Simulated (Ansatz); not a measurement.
SiH$_{5}$OF: geometry relaxation (part 2 of 2)

SiH$_{5}$OF; RKS PBE-D4/6-31G* (Ansatz 0.2.0). The input holds or restrains some coordinates. Forces given for the steps count only the free coordinates. It belongs to a series of runs on one base structure; here: pulled along the bonds that form and break, towards end B.

### Trajectory as extended XYZ, continued
```
8
Properties=species:S:1:pos:R:3:forces:R:3 step=6 energy=-12712.58566
Si    0.1707   -0.2776   -0.4242   -0.2988   0.4356  -0.8716
F     0.0074   -0.0123    2.3566    0.0529  -0.0858   0.0771
H     1.4710    0.2409   -0.9782   -0.1625  -0.2427  -0.4160
O    -0.6781    1.1874   -0.3851   -0.0720  -0.2248   0.3845
H    -1.6330    1.0614   -0.5795    0.2587  -0.0651   0.3257
H    -0.8786   -1.2148   -1.0019    0.3674   0.0946  -0.4832
H     0.7812   -1.3175    0.4527   -0.0289  -0.0812   1.0135
H     0.5227   -0.7999    2.2161   -0.1169   0.1694  -0.0300
8
Properties=species:S:1:pos:R:3:forces:R:3 step=7 energy=-12712.88967
Si    0.1867   -0.3003   -0.4557   -0.3075   0.4281  -0.9326
F    -0.0344    0.0387    2.3225    0.0050  -0.0048   0.2824
H     1.4502    0.1802   -1.1158   -0.1225  -0.2344  -0.1715
O    -0.6571    1.1518   -0.2732    0.0434  -0.2504   0.2150
H    -1.6152    1.0380   -0.4367    0.1212  -0.0480   0.2255
H    -0.7926   -1.2094   -1.1792    0.3235   0.0925  -0.2189
H     0.7330   -1.2839    0.5175    0.0113  -0.0879   0.6129
H     0.4926   -0.7475    2.2771   -0.0745   0.1050  -0.0128
8
Properties=species:S:1:pos:R:3:forces:R:3 step=8 energy=-12713.01984
Si    0.1925   -0.3069   -0.4949   -0.0356   0.1627  -0.9659
F    -0.0729    0.0690    2.2750   -0.2817   0.3914   0.4487
H     1.4508    0.1190   -1.2021   -0.1334  -0.1084  -0.0139
O    -0.6310    1.1356   -0.2541   -0.1430  -0.1417   0.0746
H    -1.6011    1.0018   -0.2411    0.1669   0.0523   0.1470
H    -0.7096   -1.2140   -1.3075    0.1582   0.0838  -0.0646
H     0.6758   -1.2346    0.5557    0.0987  -0.1956   0.3695
H     0.4589   -0.7022    2.3256    0.1699  -0.2445   0.0047
8
Properties=species:S:1:pos:R:3:forces:R:3 step=9 energy=-12713.06693
Si    0.2012   -0.3257   -0.5197    0.0006   0.3067  -0.9890
F    -0.1565    0.0944    2.2341   -0.3423   0.3659   0.4803
H     1.4546    0.0910   -1.2367   -0.1217  -0.0573  -0.0115
O    -0.6096    1.1211   -0.2659   -0.1177  -0.1658   0.0447
H    -1.5540    0.9787   -0.0487    0.1727   0.0869   0.0971
H    -0.6777   -1.2244   -1.3544    0.0794  -0.0166  -0.0343
H     0.6841   -1.2262    0.5502    0.1285  -0.2634   0.3960
H     0.4213   -0.6413    2.2977    0.2005  -0.2565   0.0167
8
Properties=species:S:1:pos:R:3:forces:R:3 step=10 energy=-12713.10983
Si    0.2107   -0.3340   -0.5450   -0.0137   0.1862  -1.0252
F    -0.2561    0.0883    2.1961   -0.3295   0.2448   0.5312
H     1.4395    0.0751   -1.2948   -0.0106  -0.0204  -0.0250
O    -0.5922    1.1109   -0.2904   -0.5410  -0.1189   0.2734
H    -1.4767    0.9756    0.1303    0.5499   0.1588  -0.1287
H    -0.6404   -1.2570   -1.3771    0.0111  -0.0429  -0.0061
H     0.6911   -1.1998    0.5521    0.2111  -0.2711   0.3836
H     0.3873   -0.5914    2.2855    0.1227  -0.1366  -0.0031
8
Properties=species:S:1:pos:R:3:forces:R:3 step=11 energy=-12713.14049
Si    0.2145   -0.3435   -0.5618   -0.0452   0.2634  -1.0851
F    -0.3721    0.0783    2.1582   -0.2460   0.0594   0.5982
H     1.4147    0.0656   -1.3516    0.0292   0.0036  -0.0440
O    -0.5937    1.0945   -0.2811    1.1586   0.0295  -0.8680
H    -1.3509    0.9744    0.2769   -1.1123  -0.0583   0.9596
H    -0.6217   -1.2930   -1.3793   -0.0212  -0.0327   0.0555
H     0.7333   -1.1728    0.5448    0.2464  -0.2670   0.4226
H     0.3393   -0.5357    2.2504   -0.0095   0.0021  -0.0389
8
Properties=species:S:1:pos:R:3:forces:R:3 step=12 energy=-12713.16868
Si    0.2269   -0.3502   -0.5844   -0.0710   0.1890  -1.0771
F    -0.4935    0.0405    2.1140   -0.0720  -0.1496   0.6935
H     1.4024    0.0541   -1.4132    0.0320  -0.0341  -0.0938
O    -0.5787    1.0885   -0.3150   -1.2800  -0.1309   1.4724
H    -1.2579    0.9995    0.4462    1.3576   0.1882  -1.3953
H    -0.6147   -1.3404   -1.3485    0.0049  -0.0211   0.0828
H     0.7947   -1.1276    0.5383    0.2734  -0.2250   0.4420
H     0.2842   -0.4967    2.2192   -0.2450   0.1834  -0.1246
8
Properties=species:S:1:pos:R:3:forces:R:3 step=13 energy=-12713.29489
Si    0.2657   -0.3196   -0.5870   -0.1761   0.2149  -0.7915
F    -0.6402   -0.0863    2.0672   -0.2789  -0.1292   0.5836
H     1.3463    0.0150   -1.5672   -0.0424  -0.0090  -0.0452
O    -0.5208    1.1272   -0.2980   -0.6499  -0.0520   0.8240
H    -1.1685    1.0390    0.4639    0.8654   0.1106  -0.8399
H    -0.6436   -1.3671   -1.1551   -0.0549  -0.0856  -0.0250
H     0.9437   -0.9954    0.5422    0.4186  -0.1604   0.4229
H     0.1808   -0.5450    2.1905   -0.0819   0.1106  -0.1289
8
Properties=species:S:1:pos:R:3:forces:R:3 step=14 energy=-12713.39353
Si    0.2766   -0.3200   -0.5550   -0.3411  -0.1379  -1.1034
F    -0.7879   -0.2184    2.0531    0.2206  -0.2318   0.3098
H     1.2745   -0.0165   -1.6285   -0.0328  -0.0358  -0.0545
O    -0.4570    1.1545   -0.2627    0.1283  -0.0785  -0.0528
H    -1.0885    1.0851    0.4760   -0.0365   0.0179   0.2165
H    -0.6881   -1.4088   -1.0701    0.3832   0.3911   0.3746
H     1.1077   -0.9046    0.5397    0.1425  -0.1228   0.3910
H     0.1261   -0.5036    2.1041   -0.4642   0.1979  -0.0812
8
Properties=species:S:1:pos:R:3:forces:R:3 step=15 energy=-12713.45595
Si    0.3041   -0.3053   -0.5595   -0.3316   0.1252  -0.7899
F    -0.9079   -0.3393    1.9609   -0.7675   0.0956   0.2212
H     1.2065   -0.0629   -1.7244    0.0119  -0.0256  -0.0518
O    -0.4149    1.1677   -0.2402    0.0241   0.0539   0.0201
H    -0.9570    1.0911    0.5714   -0.0368   0.0146   0.0458
H    -0.6618   -1.4180   -0.8721    0.0842   0.0380   0.0154
H     1.1746   -0.7831    0.5423    0.3942  -0.2009   0.4834
H     0.0197   -0.4824    1.9781    0.6216  -0.1008   0.0558
8
Properties=species:S:1:pos:R:3:forces:R:3 step=16 energy=-12713.45836
Si    0.3058   -0.3020   -0.5611   -0.2964   0.2570  -0.7166
F    -0.9176   -0.3434    1.9558   -0.7000   0.0921   0.2244
H     1.1959   -0.0769   -1.7421   -0.0079  -0.0009   0.0041
O    -0.4091    1.1751   -0.2365    0.0208  -0.0066  -0.0326
H    -0.9500    1.1056    0.5775    0.0066  -0.0166   0.0083
H    -0.6480   -1.4225   -0.8546   -0.0036  -0.0138  -0.0082
H     1.1783   -0.7617    0.5464    0.4229  -0.2180   0.4684
H     0.0080   -0.5066    1.9711    0.5575  -0.0933   0.0522
```

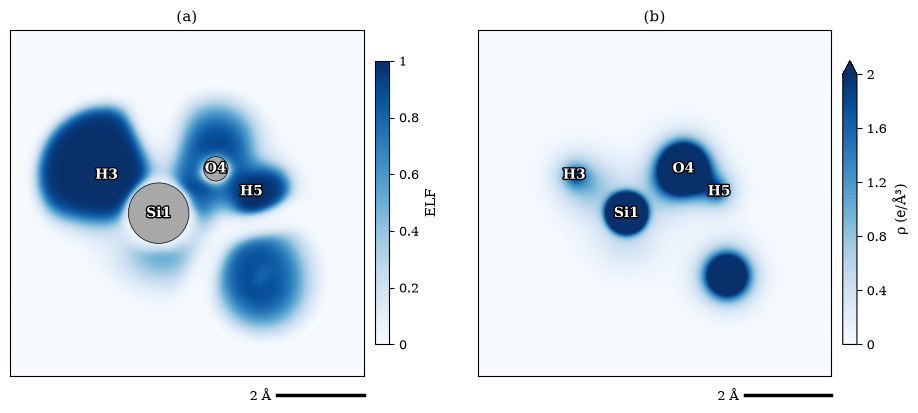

(a) electron localisation function; (b) electron density on the plane of atoms Si1, O4 and H5. Grey discs, where drawn, cover atomic cores. Si–O (1.67 Å): ρ at the midpoint is about 1.1 e/Å³; the ELF peaks at about 0.90 between the atoms (a shared but strongly polarised pair). Si–H (1.50 Å): ρ is about 0.78 e/Å³ halfway; the ELF climbs to about 1 towards the hydrogen.

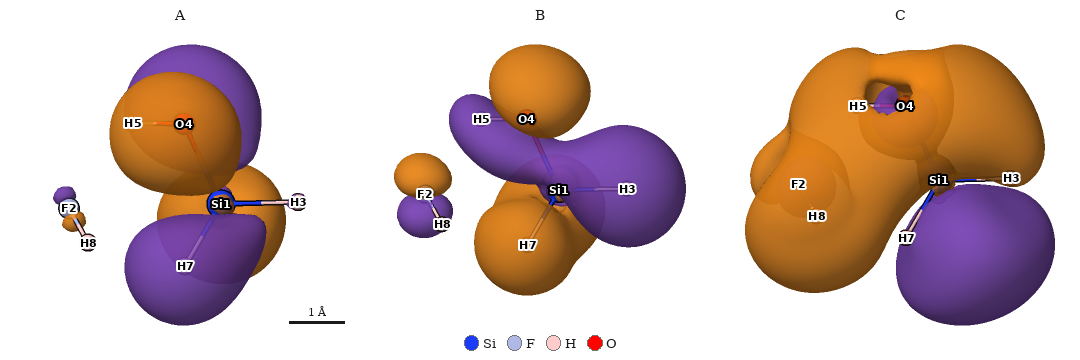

Three frontier orbitals at ±0.06 Å⁻³ᐟ² (orange and purple are the two phases). B is the HOMO−1 (−7.79 eV). Its weight (Hirshfeld) is mainly on O4 (40 %), Si1 (25 %) and H3 (15 %). A is the HOMO (−6.88 eV). C is the LUMO (−0.48 eV). It lies mainly on Si1 (45 %), H8 (10 %), O4 (10 %) and F2 (10 %). The HOMO–LUMO gap is 6.40 eV between the orbital energies.

This output came from the following input.

### Input file
```yaml
crystal:
  periodic: [false, false, false]
  atoms:
    - { symbol: Si, position_ang: [0.0, 0.0, 0.0] }
    - { symbol: F, position_ang: [0.0, 0.0, 1.94] }
    - { symbol: H, position_ang: [1.3768, 0.0, -0.4862] }
    - { symbol: O, position_ang: [-0.7913, 1.3709, -0.5594] }
    - { symbol: H, position_ang: [-1.7491, 1.1401, -0.7818] }
    - { symbol: H, position_ang: [-0.6877, -1.1914, -0.4862] }
    - { symbol: H, position_ang: [0.9186, -1.3949, 0.555] }
    - { symbol: H, position_ang: [0.696, -1.057, 1.4751] }
basis:
  gaussian: { orbitals: "6-31G*" }
hamiltonian:
  xc: pbe
  dispersion: d4
relax:
  f_tol: 0.15
  max_steps: 25
  restrain:
    - { distance: [0, 6], at: 1.46, k: 30.0 }
    - { distance: [7, 1], at: 0.92, k: 30.0 }
    - { distance: [0, 1], at: 2.79, k: 30.0 }
    - { distance: [7, 6], at: 1.86, k: 30.0 }
output:
  orbitals: {}
```

Launched with:
```bash
ansatz run input.yaml --threads 1 --pin off --max-ram 2048MiB --backend cpu --events-out ev --progress --plain --runs-dir out
```

### Summary

| quantity | value |
| --- | --- |
| outcome | converged under the restraints of the input |
| total energy | −12713.4584 eV |
| mean-field energy | −12713.3592 eV |
| largest force (length of the vector) at the end, held atoms and coordinates included | 0.817 eV/Å |
| hardware | 1 thread of AMD EPYC (Zen 5), 32 GiB of memory available, shared host |
| wall time | 12 s |
| peak memory | 0.14 GiB |
